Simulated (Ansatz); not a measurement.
```
CELL_PARAMETERS angstrom
5.90000 0.00000 0.00000
-4.42500 7.66432 0.00000
0.00000 0.00000 4.68460
ATOMIC_POSITIONS crystal
Ti 0.01069 0.97664 0.93097
Ti 0.21919 0.24531 0.56623
Ti 0.02749 0.36611 0.96103
Ti 0.15152 0.54369 0.46447
Ti 0.02230 0.66922 0.95104
Ti 0.16812 0.89693 0.43193
Ti 0.46220 0.98589 0.94037
Ti 0.64904 0.24436 0.56389
Ti 0.50216 0.33018 0.07014
Ti 0.65779 0.55832 0.54545
Ti 0.51048 0.67173 0.02720
Ti 0.62237 0.84832 0.53394
Li 0.84454 0.11189 0.27325
```

Computed without spin polarisation.

Computed with DFT PBEsol, scalar-relativistic, plane waves, PAW (Ansatz).

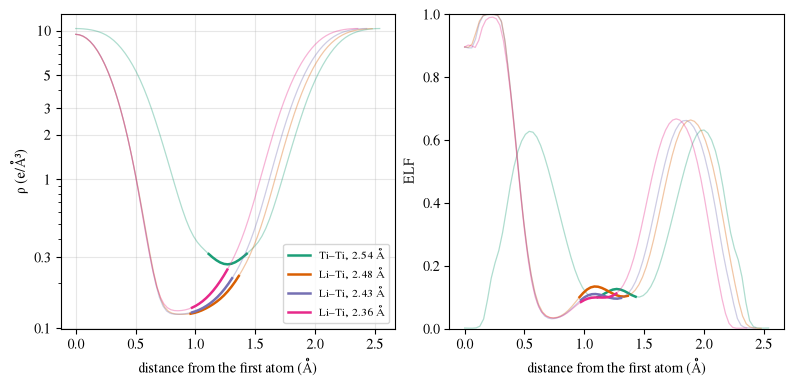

LiTi$_{12}$ (cell with a defect). Valence pseudo-density and ELF along straight lines between neighbouring atoms. Thin, pale parts lie inside the atomic spheres.

In a PAW calculation such maps are meaningful between the atoms, not at the nuclei.

### What can be read from the curves?

Ti–Ti (2.54 Å): the density is about 0.27 e/Å³ at the midpoint; the ELF is about 0.15 at the midpoint; no shared electron pair shows on this line.
Li–Ti (2.48 Å): ρ at the midpoint is about 0.17 e/Å³; the ELF is about 0.10 at the midpoint; no shared electron pair shows on this line.
Li–Ti (2.43 Å): ρ is about 0.17 e/Å³ halfway; the ELF is about 0.10 at the midpoint: no shared electron pair shows on this line.
Li–Ti (2.36 Å): the density is about 0.19 e/Å³ at the midpoint; the ELF is about 0.10 at the midpoint: no shared electron pair shows on this line.
